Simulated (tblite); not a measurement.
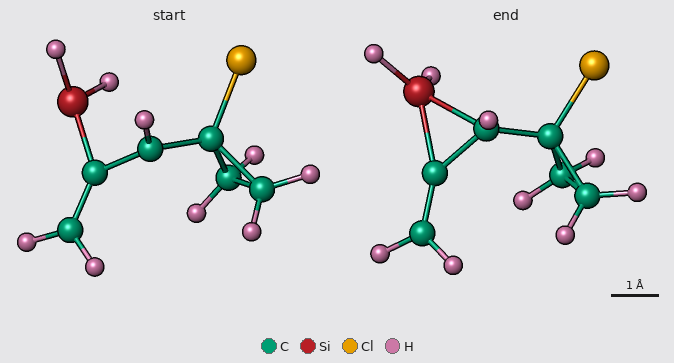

The structure of C6H9ClSi before (left) and after (right) a relaxation, at one scale.

Style: ball-and-stick. Shown face on.

Computed with GFN2-xTB geometry optimisation, gas phase in tblite 0.8.0. 

Describe what moved and what it gained.

After 120 geometry steps the energy has fallen by 1.455 eV. An H atom moves most after the best rigid fit: 0.50 Å. Largest moves by element: H 0.50 Å, C 0.49 Å, Cl 0.37 Å, Si 0.30 Å. Some distances before and after: C–Si 2.320 → 1.914 Å, C–Si 1.727 → 1.858 Å, C–C 1.415 → 1.510 Å, C–C 1.550 → 1.489 Å. Bond angles that change, for instance: Si–C–C 94.7° → 68.3°, C–C–Si 135.1° → 154.5°, C–C–C 130.2° → 137.1°. Cost: 1.7 s on 1 thread of Arm Neoverse N1 (shared host).
